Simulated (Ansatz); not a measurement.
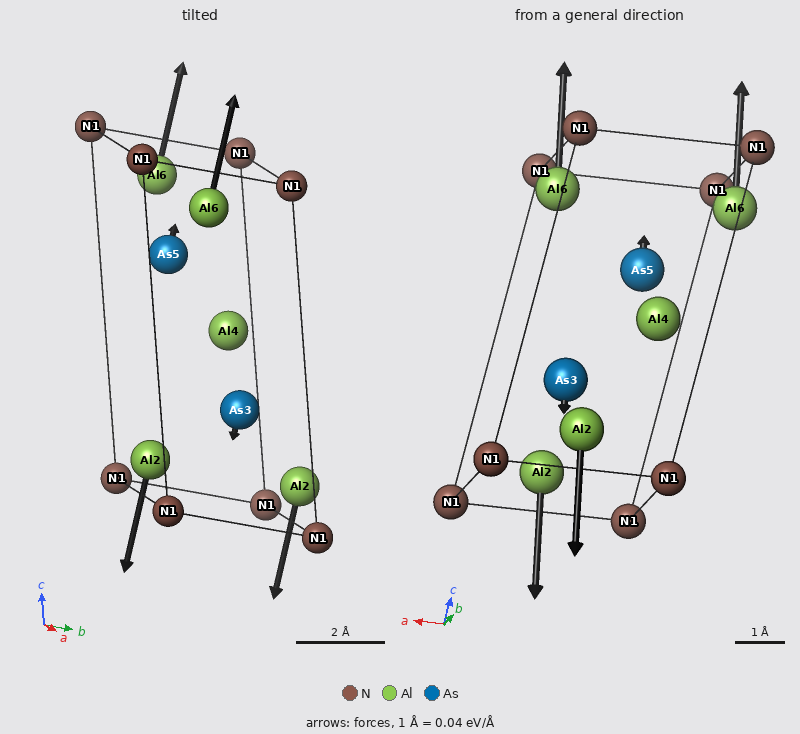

We look at a spheres-only model of the crystal slightly off an axis and from a general direction. One cell (the run's own, in a reduced setting) is framed, with atoms on its boundary repeated. The arrows are the computed forces on the atoms.

System: Al3As2N. Theory: DFT, HSE06, plane waves, PAW in Ansatz 0.2.0. Numerical settings: an energy cutoff of 420 eV, k-points about 0.40 Å⁻¹ apart, no spin polarisation.

> Could this be the end point of a relaxation?

No. The atoms still feel forces of up to about 0.091 eV/Å, above a usual threshold of 0.01 to 0.03 eV/Å.

> Which atom feels the largest force?

Al2 and Al6, about 0.091 eV/Å.

The structure comes from a structure type filled with these elements by a generator (whether the compound takes this form wasn't checked). Earlier steps of the study, as a rule a relaxation of our own, may have changed the cell and positions, so they can lie some per cent off the listed ones. A calculation with Ansatz used it as input.
